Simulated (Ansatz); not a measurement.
Take MgS in the rock salt structure (space group Fm-3m, No. 225; a = 5.2030 Å) as the base. Axes: x, y, z lie along the cube axes.

Modification: tensile biaxial strain of 2.50 % in the plane normal to [001], as in epitaxy on a mismatched substrate; the out-of-plane cell vector and the atoms relax.

Calculations: r2SCAN/PAW in Ansatz (an electronic-structure program), scalar-relativistic without spin-orbit coupling.

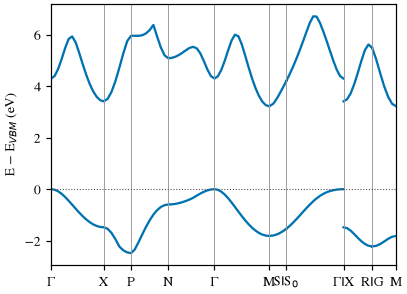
Figure. Highest valence and lowest conduction band along the path of the changed cell's own zone

From the figure, how large is the changed gap, and is it direct?

About 3.2 eV, indirect, Γ → M.

Stability against distortions was not tested. k-point labels follow each cell's own Brillouin zone.
